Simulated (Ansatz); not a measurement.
C₄H₆F₂: molecular dynamics (part 2 of 2)

C₄H₆F₂; RKS r2SCAN-d4/def2-SVP (Ansatz 0.2.0). The geometry comes from this level: PBE0-D4/def2-TZVP.

Geometry of the input (Å):
```
C  -0.2687  -1.2582  0.6025
C  0.1240  -0.0302  -0.1506
C  0.9923  -0.0947  -1.1479
F  1.3764  0.9805  -1.8484
C  -0.5051  1.2595  0.2533
F  -0.2882  1.4906  1.6057
H  -1.3462  -1.4347  0.5234
H  -0.0380  -1.1459  1.6644
H  0.2506  -2.1419  0.2290
H  1.4665  -1.0035  -1.5010
H  -1.5907  1.2206  0.1078
H  -0.0959  2.1026  -0.3040
```

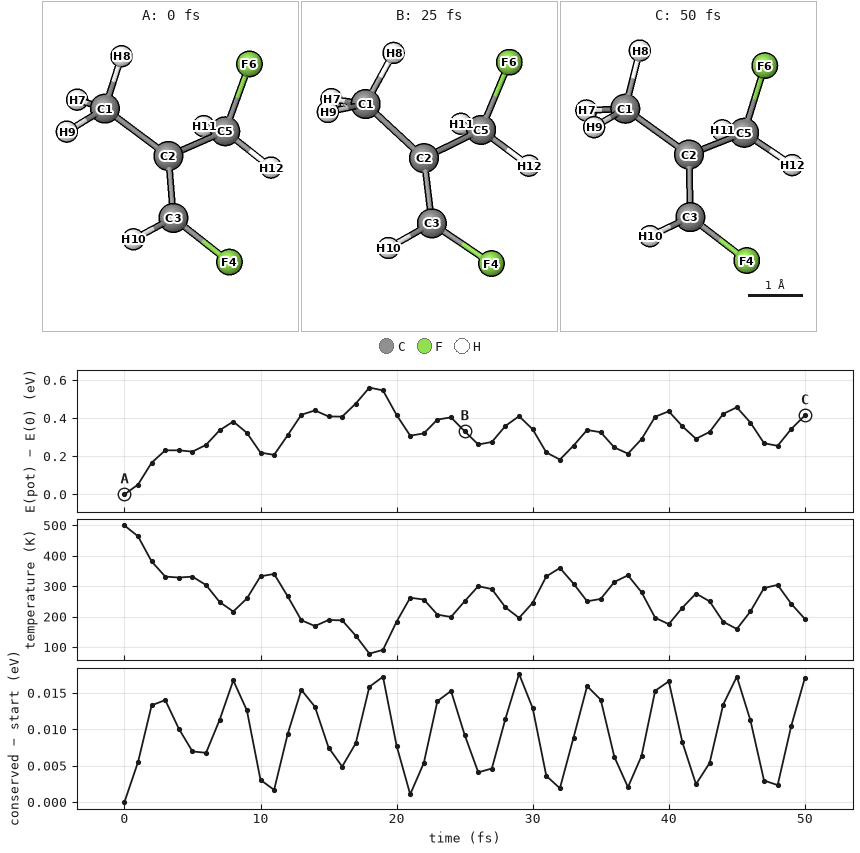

Fig. 1: Frames of the molecular dynamics (ball-and-stick, seen at a tilt) above the curves, on which the letters mark them. The trajectory kept here has 51 frames over 50 fs. The temperature starts at 500 K, ranges from 79 to 500 K and averages 257 K over the second half. The potential energy ends 0.414 eV above its first value. The conserved quantity stays within 0.018 eV. After an unweighted best fit of the last frame on the first, the root-mean-square displacement is 0.13 Å, and H7 has moved furthest (0.24 Å).

```
Total energy: -9666.08506725 eV, -355.2220743137 hartree
Atom 0 at    -0.242273    -1.220200     0.606237 Å, force    -3.093384     0.480910     1.140875 eV/Å
Atom 1 at     0.131777     0.014875    -0.120558 Å, force    -0.701815    -0.315471    -0.704676 eV/Å
Atom 2 at     0.962258    -0.105394    -1.140669 Å, force    -0.018837     1.770393     0.212838 eV/Å
Atom 3 at     1.372929     0.966702    -1.821145 Å, force     0.128749     0.174301    -0.558263 eV/Å
Atom 4 at    -0.530163     1.290476     0.219818 Å, force    -1.305266    -0.027500     0.631797 eV/Å
Atom 5 at    -0.253667     1.429159     1.577189 Å, force    -0.662821     0.619718     0.354772 eV/Å
Atom 6 at    -1.304966    -1.595071     0.313638 Å, force     1.266824     0.720544     0.481846 eV/Å
Atom 7 at    -0.257656    -1.074781     1.726119 Å, force     0.124101    -0.092993    -0.911785 eV/Å
Atom 8 at     0.385971    -2.019281     0.348205 Å, force     1.352077    -1.445208    -0.280222 eV/Å
Atom 9 at     1.383230    -1.008586    -1.462124 Å, force     0.950544    -1.557097    -0.658806 eV/Å
Atom 10 at    -1.669772     1.272019     0.010235 Å, force     1.208743    -0.363027     0.698415 eV/Å
Atom 11 at    -0.227749     2.208662    -0.281722 Å, force     0.751086     0.035431    -0.406790 eV/Å
Dipole moment:    -0.157429    -0.284790    -0.192569 e Å
```

### Trajectory as extended XYZ (Å, eV, eV/Å), 8 of the 51 frames kept, from step=0 to step=50
```
12
Properties=species:S:1:pos:R:3:forces:R:3 step=0 time_fs=0.0 energy=-9666.49933 temperature=500.0
C    -0.2687   -1.2582    0.6025    0.0413   0.1187  -0.0746
C     0.1240   -0.0302   -0.1506   -0.4848  -0.0048   0.4670
C     0.9923   -0.0947   -1.1479    0.4069   0.2095  -0.4980
F     1.3764    0.9805   -1.8484    0.0285   0.1343  -0.0798
C    -0.5051    1.2595    0.2533    0.1501  -0.0398   0.2975
F    -0.2882    1.4906    1.6057    0.0092  -0.0431   0.1544
H    -1.3462   -1.4347    0.5234   -0.3095  -0.0530  -0.0023
H    -0.0380   -1.1459    1.6644    0.0556   0.0622   0.3150
H     0.2506   -2.1419    0.2290    0.1368  -0.2615  -0.0902
H     1.4665   -1.0035   -1.5010    0.1850  -0.3434  -0.1321
H    -1.5907    1.2206    0.1078   -0.3451  -0.0193  -0.1013
H    -0.0959    2.1026   -0.3040    0.1260   0.2402  -0.2556
12
Properties=species:S:1:pos:R:3:forces:R:3 step=7 time_fs=7.0 energy=-9666.16244 temperature=248.1
C    -0.2824   -1.2489    0.6344   -1.7101   0.1835   1.0638
C     0.0856   -0.0737   -0.1942    1.2520   0.7543  -0.9481
C     1.0212   -0.1047   -1.2154   -2.1745   0.7826   2.2024
F     1.4066    1.0036   -1.8597   -0.0134  -0.2729   0.0191
C    -0.4930    1.2311    0.2822   -2.3296   0.6921  -0.5085
F    -0.2980    1.5093    1.6345    0.7244  -0.3030  -0.2956
H    -1.3909   -1.5662    0.5886    1.1614   0.8124  -0.0668
H    -0.0883   -0.9683    1.7108   -0.1100  -0.4065  -0.7372
H     0.2354   -2.1461    0.3841    0.9361  -0.9405  -0.2332
H     1.4818   -1.0132   -1.5438    0.5116  -0.6653  -0.5077
H    -1.6413    1.2876    0.2066    1.1059  -0.6998  -0.2424
H    -0.2028    2.0803   -0.3557    0.6461   0.0631   0.2543
12
Properties=species:S:1:pos:R:3:forces:R:3 step=14 time_fs=14.0 energy=-9666.05873 temperature=169.3
C    -0.3067   -1.2553    0.6741    2.7096  -0.6291  -1.1955
C     0.0833   -0.0920   -0.2560   -0.3730   0.4312   2.5441
C     0.9978   -0.1101   -1.2271    1.1900  -0.4679  -1.1900
F     1.4350    1.0198   -1.8693   -0.5772  -0.6867   0.5763
C    -0.5269    1.2258    0.2929    1.7743   0.2059  -0.8367
F    -0.2927    1.5199    1.6558    0.1444  -0.8308  -0.9555
H    -1.3461   -1.4936    0.5954   -1.0778  -0.4533  -0.2176
H    -0.1342   -0.8904    1.6858    0.0499   0.1058   0.4175
H     0.3748   -2.1892    0.5460   -1.2492   1.3087   0.0043
H     1.5398   -1.0149   -1.6660   -0.8750   0.9722   0.7160
H    -1.5885    1.1120    0.1833   -1.0981   0.3293  -0.1561
H    -0.0879    2.0670   -0.3004   -0.6181  -0.2852   0.2932
12
Properties=species:S:1:pos:R:3:forces:R:3 step=21 time_fs=21.0 energy=-9666.19110 temperature=262.4
C    -0.2951   -1.2508    0.6864    0.0467   0.8243  -0.7794
C     0.0797   -0.0913   -0.2390    0.7407   0.5851   1.0280
C     0.9843   -0.1013   -1.2501   -0.2195   0.2872   0.4869
F     1.4504    1.0206   -1.8664   -0.6618  -0.4723   0.4350
C    -0.5389    1.2148    0.2795    0.5146  -0.3275   0.1530
F    -0.2832    1.5108    1.6546   -0.2866  -0.9534  -1.0726
H    -1.3601   -1.4971    0.5531   -0.0009  -0.2512   0.0105
H    -0.1910   -0.8347    1.6932   -0.0116  -0.0277   0.2890
H     0.3387   -2.1361    0.6360    0.0862  -0.2628  -0.3396
H     1.4631   -0.9841   -1.6838   -0.0947  -0.1608   0.1299
H    -1.6299    1.0823    0.1297    0.0694   0.4963   0.2737
H    -0.1250    2.0794   -0.2323   -0.1826   0.2629  -0.6144
12
Properties=species:S:1:pos:R:3:forces:R:3 step=29 time_fs=29.0 energy=-9666.08883 temperature=196.1
C    -0.2760   -1.2208    0.6755   -2.7104   0.8026   0.6288
C     0.1064   -0.0619   -0.1786    0.4009   0.5754  -1.0456
C     0.9579   -0.0844   -1.2503   -1.2880   1.0098   2.1984
F     1.4489    1.0082   -1.8513   -0.4796  -0.1335  -0.0031
C    -0.5274    1.2089    0.2638   -1.8071   0.9077   0.3882
F    -0.2782    1.4744    1.6220    0.2245  -0.0721  -0.4973
H    -1.3582   -1.6008    0.4928    1.2490   0.8164   0.1534
H    -0.2660   -0.8464    1.7419    0.1049  -0.4930  -0.8045
H     0.3009   -2.0890    0.5825    1.4997  -1.5014  -0.1951
H     1.3338   -0.9870   -1.6338    0.8693  -1.4322  -0.7641
H    -1.6799    1.2373    0.1880    1.2195  -0.7306  -0.0158
H    -0.2673    2.0769   -0.3454    0.7173   0.2510  -0.0436
12
Properties=species:S:1:pos:R:3:forces:R:3 step=36 time_fs=36.0 energy=-9666.25288 temperature=314.2
C    -0.2805   -1.2096    0.6625    1.7342  -0.9311  -0.4194
C     0.1399   -0.0136   -0.1506   -1.7454  -0.2956   1.1420
C     0.9187   -0.0812   -1.2012    2.0580  -0.9513  -1.5568
F     1.4337    0.9929   -1.8366   -0.5702  -0.0628  -0.0276
C    -0.5388    1.2434    0.2571    1.0865   0.1196  -0.6408
F    -0.2695    1.4396    1.5820    0.2772   0.8104   0.9081
H    -1.2852   -1.5305    0.4146   -0.6169  -0.2720  -0.1763
H    -0.2669   -0.9695    1.7352    0.0709   0.1399  -0.0179
H     0.4538   -2.0693    0.5028   -0.9557   0.7684   0.1589
H     1.3251   -1.0306   -1.6380   -0.2055   0.6540   0.4302
H    -1.6135    1.1085    0.2070   -0.7426   0.0842  -0.4745
H    -0.1711    2.0709   -0.4030   -0.3905  -0.0637   0.6740
12
Properties=species:S:1:pos:R:3:forces:R:3 step=43 time_fs=43.0 energy=-9666.17148 temperature=250.5
C    -0.2653   -1.2129    0.6376    1.1215  -0.4854  -0.7527
C     0.1265    0.0220   -0.1044    0.9238  -1.2779  -2.0391
C     0.9304   -0.0907   -1.1777    0.6337  -0.8543   0.3225
F     1.4057    0.9769   -1.8237   -0.1765   0.2761  -0.4394
C    -0.5400    1.2722    0.2371    0.4224  -0.3282   0.0654
F    -0.2559    1.4233    1.5627   -0.5126   0.9185   1.5386
H    -1.2644   -1.5046    0.3313   -0.5858  -0.4561   0.0355
H    -0.2458   -1.0442    1.7022   -0.0919   0.1965   0.7661
H     0.4850   -2.0252    0.4242   -0.7885   0.4071   0.0905
H     1.3549   -1.0544   -1.5874   -0.3471   0.8875   0.5066
H    -1.6094    1.0488    0.0710   -0.3055   0.7520   0.1937
H    -0.1533    2.1524   -0.2959   -0.2935  -0.0359  -0.2879
12
Properties=species:S:1:pos:R:3:forces:R:3 step=50 time_fs=50.0 energy=-9666.08506 temperature=192.7
C    -0.2423   -1.2202    0.6062   -3.0934   0.4809   1.1409
C     0.1318    0.0149   -0.1206   -0.7018  -0.3155  -0.7047
C     0.9623   -0.1054   -1.1407   -0.0188   1.7704   0.2128
F     1.3729    0.9667   -1.8211    0.1287   0.1743  -0.5583
C    -0.5302    1.2905    0.2198   -1.3053  -0.0275   0.6318
F    -0.2537    1.4292    1.5772   -0.6628   0.6197   0.3548
H    -1.3050   -1.5951    0.3136    1.2668   0.7205   0.4818
H    -0.2577   -1.0748    1.7261    0.1241  -0.0930  -0.9118
H     0.3860   -2.0193    0.3482    1.3521  -1.4452  -0.2802
H     1.3832   -1.0086   -1.4621    0.9505  -1.5571  -0.6588
H    -1.6698    1.2720    0.0102    1.2087  -0.3630   0.6984
H    -0.2277    2.2087   -0.2817    0.7511   0.0354  -0.4068
```

### Results in brief

```csv
quantity,value
outcome,finished
mean temperature over the second half,257 K
trajectory,"50 steps, 50 fs"
ensemble,nve
temperature in the input,500 K
time step,1 fs
potential energy (last step),−9666.0851 eV
mean-field energy (last step),−9666.0298 eV
dispersion energy (last step),−0.0553 eV
SCF solution under orbital rotations (last step),stable
largest force (length of the vector) (last step),3.332 eV/Å
dipole moment (last step),1.82 D
wall time,74 s (CPU time 4.6 min)
peak memory,0.19 GiB
```

### Remarks

So short a trajectory is not equilibrated.
